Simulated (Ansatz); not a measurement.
Equilibrium of CH9NSi2 ⇌ CH8NSi2 + H at process temperatures

Species: CH9NSi2 `CN([SiH3])[SiH3]`, singlet; CH8NSi2 `CN([SiH2])[SiH3]`, doublet; H atom, doublet. 

The electronic reaction energy at CCSD(T)/CBS estimate is +402.5 kJ/mol. Shapes: PBE0-D4/def2-TZVP. Flexible molecules stand in one conformer, not always the lowest. Programs: Ansatz 0.2.0. Enthalpy and entropy come from rigid-rotor, harmonic-oscillator sums on unscaled PBE0-D4/def2-TZVP wavenumbers, ideal gases at 1 bar; R ln 2 is added for the mirror twin of the chiral shape of CH8NSi2. Symmetry numbers: CH9NSi2 1, CH8NSi2 1. R = 8.3145 J/(mol K).

| T (K) | ΔH (kJ/mol) | ΔS (J/(mol K)) |
| --- | --- | --- |
| 800 | +388.5 | +133.0 |
| 1100 | ? | ? |
| 1400 | +389.9 | +134.5 |

Q: Work out ln K at 800 and 1400 K, and from these estimate it at 1100 K.

A: 
1. 800 K: ΔG = +388.5 − 800 × (+133.0)/1000 = +282.1 kJ/mol; ln K = −ΔG/RT = -42.41.
2. 1400 K: ΔG = +389.9 − 1400 × (+134.5)/1000 = +201.6 kJ/mol; ln K = −ΔG/RT = -17.32.
3. Slope against 1000/T: (-17.32 − (-42.41))/(0.7143 − 1.2500) = -46.83, that is −ΔH/R with ΔH near +389 kJ/mol.
4. 1100 K: ln K = -42.41 + (-46.83) × (0.9091 − 1.2500) = -26.45.

The full sums give ΔH = +389.6 kJ/mol, ΔS = +134.2 J/(mol K), ΔG = +242.0 kJ/mol and ln K = -26.46 at 1100 K, so the line is off by +0.01 in ln K; without rounding the miss is +0.01, from the change of ΔH with temperature. The reactants are favoured over this whole range. The number of molecules rises, which sets the sign of ΔS, and lower pressure favours the products. An error of 10 kJ/mol in the energy moves ln K by 1.1 at 1100 K. Soft modes are treated as harmonic, which can err either way at these temperatures; the lowest are those of CH9NSi2 (93 cm⁻¹), CH8NSi2 (83 cm⁻¹). Other conformers aren't counted. Open shells run unrestricted. The CBS estimate extrapolates MP2 from def2-TZVPP and def2-QZVPP and adds CCSD(T) − MP2 in the triple-zeta set, cores frozen.

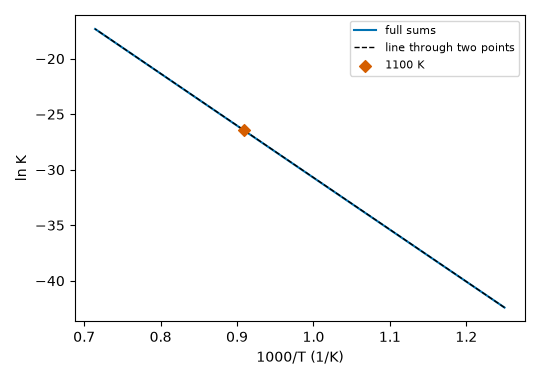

The van 't Hoff plot.
